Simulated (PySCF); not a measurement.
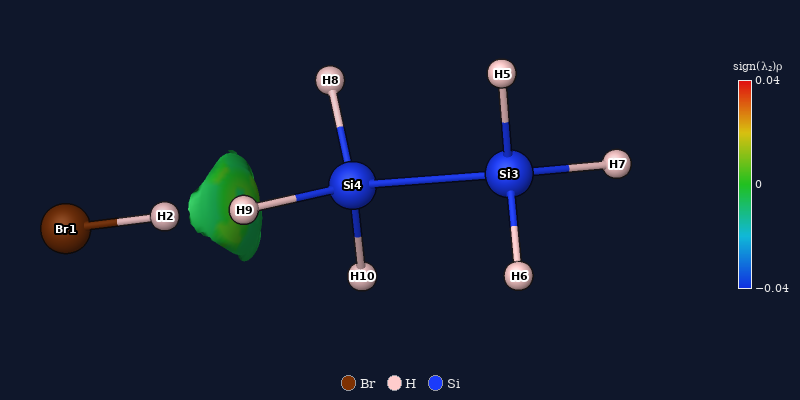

Figure 1: BrH7Si2, SMILES `Br.[SiH3][SiH3]`. Non-covalent interaction surfaces between the fragments (reduced density gradient s = 0.5, coloured by sign(λ₂)ρ in a.u.; trimmed to the region between the fragments where ρ is under 0.06 a.u.). Fragment A: HBr (atoms 1–2); fragment B: Si2H6.

Computed with PySCF, HF/def2-SVPD, geometry: GFN2-xTB. GFN2-xTB bond lengths at metals and heavier atoms can be off by up to 0.1 Å and shapes distorted, which carries into these values.

The calculation's input:

```python
import numpy as np
from pyscf import gto, scf, dft
from pyscf.scf import atom_ks, atom_hf
from scipy.linalg import block_diag
from pyscf.dispersion import dftd3

def solve(mol, dm0=None, hcore=None):
    mf = scf.UHF(mol) if mol.spin else scf.RHF(mol)
    mf = mf.density_fit(auxbasis='def2-universal-jkfit')
    mf.conv_tol, mf.max_cycle = 1e-8, 80
    if hcore is not None:
        mf.get_hcore = lambda *args: hcore
    mf.kernel(dm0)
    if not mf.converged:
        mf = mf.newton().run(mf.mo_coeff, mf.mo_occ, max_cycle=30)
    assert mf.converged, 'SCF not converged'
    return mf

mol = gto.M(atom='''
Br     2.62026     0.01148     0.00095
H      1.22352    -0.00337    -0.07160
Si    -3.88930     0.03812    -0.00139
Si    -1.58855    -0.06211     0.00411
H     -4.47030    -0.89688     0.96547
H     -4.36533     1.37942     0.34624
H     -4.43717    -0.29383    -1.31915
H     -1.04140    -1.41312    -0.18283
H     -0.97165     0.42267     1.24735
H     -0.95701     0.73912    -1.05693
''', basis='def2-svpd', charge=0, spin=0, verbose=4)
mol_a = gto.M(atom='''
Br     2.62026     0.01148     0.00095
H      1.22352    -0.00337    -0.07160
ghost-Si    -3.88930     0.03812    -0.00139
ghost-Si    -1.58855    -0.06211     0.00411
ghost-H     -4.47030    -0.89688     0.96547
ghost-H     -4.36533     1.37942     0.34624
ghost-H     -4.43717    -0.29383    -1.31915
ghost-H     -1.04140    -1.41312    -0.18283
ghost-H     -0.97165     0.42267     1.24735
ghost-H     -0.95701     0.73912    -1.05693
''', basis='def2-svpd', charge=0, spin=0, verbose=4)
mol_b = gto.M(atom='''
ghost-Br     2.62026     0.01148     0.00095
ghost-H      1.22352    -0.00337    -0.07160
Si    -3.88930     0.03812    -0.00139
Si    -1.58855    -0.06211     0.00411
H     -4.47030    -0.89688     0.96547
H     -4.36533     1.37942     0.34624
H     -4.43717    -0.29383    -1.31915
H     -1.04140    -1.41312    -0.18283
H     -0.97165     0.42267     1.24735
H     -0.95701     0.73912    -1.05693
''', basis='def2-svpd', charge=0, spin=0, verbose=4)
ab, a, b = solve(mol), solve(mol_a), solve(mol_b)
e_int = ab.e_tot - a.e_tot - b.e_tot
print('counterpoise-corrected interaction energy / kcal/mol', e_int * 627.5095)
def disp(atoms, charge):
    m = gto.M(atom=atoms, charge=charge, basis='sto-3g', spin=None, unit='Bohr', verbose=0)
    return dftd3.DFTD3Dispersion(m, xc='hf', version='d3bj').get_dispersion()['energy']
e_disp = disp(mol._atom, mol.charge) - disp(mol._atom[:2], mol_a.charge) - disp(mol._atom[2:], mol_b.charge)
print('D3(BJ) part / kcal/mol', e_disp * 627.5095)
# spherically averaged free atoms, for the promolecule
atm = scf.atom_hf.get_atm_nrhf(mol)
pro = block_diag(*[(atm[a[0]][2] * atm[a[0]][3]) @ atm[a[0]][2].T for a in mol._atom])
np.savez('result.npz', e_int=e_int, e_disp=e_disp, dm_a=a.make_rdm1(), dm_b=b.make_rdm1(), c=ab.mo_coeff, occ=ab.mo_occ, eps=ab.mo_energy, pro=pro, d=[f.dip_moment(verbose=0) for f in (ab, a, b)])
```

Launched as:

```sh
OMP_NUM_THREADS=1 python input.py
```

The run took 7.1 s on 1 thread of Arm Neoverse V1, with other jobs on the host, peak memory 0.32 GiB.

Partitions, critical points and surface values were worked out afterwards from this run's density.

> Interpret the surfaces between the fragments.

Bond critical points between the fragments: H2···H10, H···H contact, 2.50 Å, ρ = 0.006 a.u. It is weak and appears green (van der Waals range). The pose is a local one from a semi-empirical search, not shown to be the most stable.

> How strongly are they bound?

The counterpoise-corrected interaction energy of the frozen fragments is +1.5 kcal/mol without dispersion correction and −1.0 kcal/mol with D3(BJ). The pair geometry is semi-empirical, not a minimum at this level.
